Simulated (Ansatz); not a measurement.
Phonon calculation of GeH3BrO

- system: GeH3BrO, SMILES [OH][GeH2][Br]
- method: RKS PBE0-D4/def2-TZVP (Ansatz 0.2.0)

The geometry comes from this level: PBE0-D4/def2-TZVP. Figures and captions count atoms from 1; the log counts them from 0 in places.

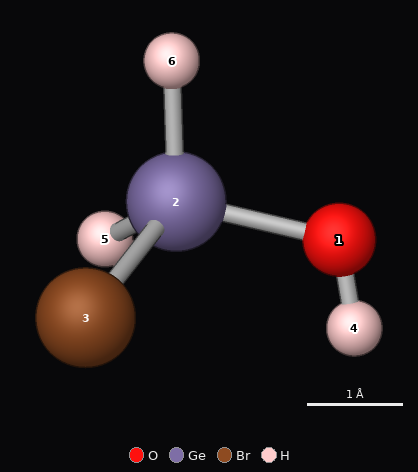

Figure 1. The input geometry (ball-and-stick view, seen at a tilt; atoms are numbered from 1 in the order of the input). Sticks mark near contacts. Bond lengths as drawn: Br–Ge 2.31 Å, Ge–H 1.53 Å, Ge–O 1.77 Å and H–O 0.96 Å.

### Input file
```yaml
crystal:
  periodic: [false, false, false]
  atoms:
    - {symbol: O, position_ang: [-0.529645, -1.324065, 0.112665]}
    - {symbol: Ge, position_ang: [0.367977, 0.196573, 0.141648]}
    - {symbol: Br, position_ang: [-1.112881, 1.955779, -0.082970]}
    - {symbol: H, position_ang: [-1.031331, -1.450786, -0.696477]}
    - {symbol: H, position_ang: [1.335884, 0.296042, -1.045173]}
    - {symbol: H, position_ang: [1.012097, 0.262456, 1.524007]}
basis:
  gaussian: {orbitals: def2-TZVP}
hamiltonian: {xc: pbe0, dispersion: d4}
phonons: {temperatures: {t_min: 298.15, t_max: 900, t_step: 200}}
```

Hardware: 2 threads of AMD EPYC, 23 GiB of memory available, shared host.

Launched with:
```bash
ansatz run in.yaml --threads 2 --pin off --events-out ev --progress --plain --max-ram 4352MiB
```

### What the program printed
```
Functional definition: PBE0
  name "PBE0"
  cite "Adamo & Barone, J. Chem. Phys. 110, 6158 (1999) doi:10.1063/1.478522"
  cite "Perdew, Burke & Ernzerhof, Phys. Rev. Lett. 77, 3865 (1996) doi:10.1103/PhysRevLett.77.3865"
  parent pbe
  parameter a = 0.25
  parameter kappa = 0.804
  parameter beta = 0.06672455060314922
  exchange = (1 - a)*pbe_x(kappa = kappa, mu = beta*pi^2/3) + a*exact_x
  correlation = pbe_c(beta = beta)
1097 factors; their error is unknown
mean field evaluation 1: about -128640.4223 eV, gradient 5.5e1 eV
mean field evaluation 2: about -128625.5386 eV, gradient 1.0e2 eV
mean field evaluation 4: about -128644.9898 eV, gradient 4.6e0 eV
mean field evaluation 8: about -128645.0170 eV, gradient 4.9e-2 eV
mean field evaluation 16: about -128645.7253 eV, gradient 3.7e-5 eV
mean field -128645.72532658 eV, -4727.6432065473 hartree, gradient 3.7e-5 eV, S^2 0.000000; 0 other end points of the search recorded, 0 dependent functions left out
the calculation of the forces begins
reference -128645.72535295 eV, -4727.6432075163 hartree; 39, 39 occupied and 106, 106 virtual orbitals, 1097 factors
these checks for a lower state are left out or cut short: stability, starts, cluster_reference, orbital_swaps, neighbouring_geometries, increment
1097 factors; their error is unknown
mean field -128645.72524825 eV, -4727.6432036689 hartree, gradient 1.8e-6 eV, S^2 0.000000; 0 other end points of the search recorded, 0 dependent functions left out
[... from here on the field's lines of each further geometry are left out, up to the last ...]
the calculation of the forces begins
reference -128645.72531265 eV, -4727.6432060354 hartree; 39, 39 occupied and 106, 106 virtual orbitals, 1097 factors
these checks for a lower state are left out or cut short: stability, starts, cluster_reference, orbital_swaps, neighbouring_geometries, increment
1097 factors; their error is unknown
mean field -128645.72527230 eV, -4727.6432045524 hartree, gradient 1.8e-6 eV, S^2 0.000000; 0 other end points of the search recorded, 0 dependent functions left out
the calculation of the forces begins
reference -128645.72529866 eV, -4727.6432055213 hartree; 39, 39 occupied and 106, 106 virtual orbitals, 1097 factors
Total energy: -128645.82184283 eV, -4727.6467534541 hartree
Atom 0 at    -0.529645    -1.324065     0.112665 Å, force    -0.002003    -0.001117    -0.000564 eV/Å
Atom 1 at     0.367977     0.196573     0.141648 Å, force    -0.001300    -0.003903    -0.003137 eV/Å
Atom 2 at    -1.112881     1.955779    -0.082970 Å, force     0.002711    -0.002277    -0.000105 eV/Å
Atom 3 at    -1.031331    -1.450786    -0.696477 Å, force    -0.000611     0.000756     0.001787 eV/Å
Atom 4 at     1.335884     0.296042    -1.045173 Å, force     0.000754     0.004308     0.000699 eV/Å
Atom 5 at     1.012097     0.262456     1.524007 Å, force     0.000449     0.002233     0.001320 eV/Å
Dipole moment:     0.221284    -0.125962    -0.202029 e Å
Vibrations: 157.20 239.28 307.96 517.37 648.74 722.72 783.30 854.33 944.23 2167.56 2215.26 3890.91 cm⁻¹, zero-point energy 0.833723 eV
```

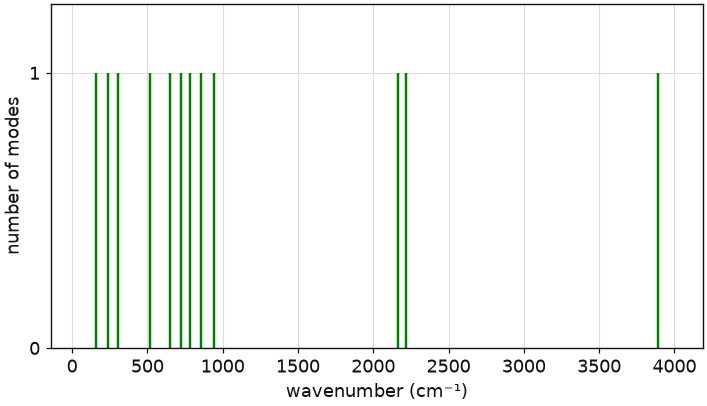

Figure 2. Harmonic vibrational wavenumbers from the force constants; neighbouring modes closer than 17 cm⁻¹ are counted in one stick. 12 modes from 157 to 3891 cm⁻¹, none imaginary.

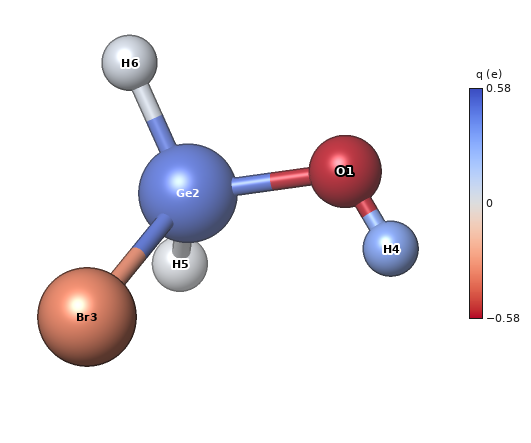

Figure 3. Mulliken charges, as the colour of each atom (ball-and-stick view, seen at a tilt; atoms are numbered from 1 in the order of the input). By element: O −0.55, Ge +0.48, Br −0.32 and H +0.02 to +0.32 e.

### Results in brief

- outcome: converged
- total energy: −128645.8218 eV
- mean-field energy: −128645.7254 eV
- dispersion energy: −0.0965 eV
- largest force (length of the vector): 0.005 eV/Å
- dipole moment: 1.56 D
- wall time: 38 s (CPU time 71 s)
- peak memory: 0.39 GiB
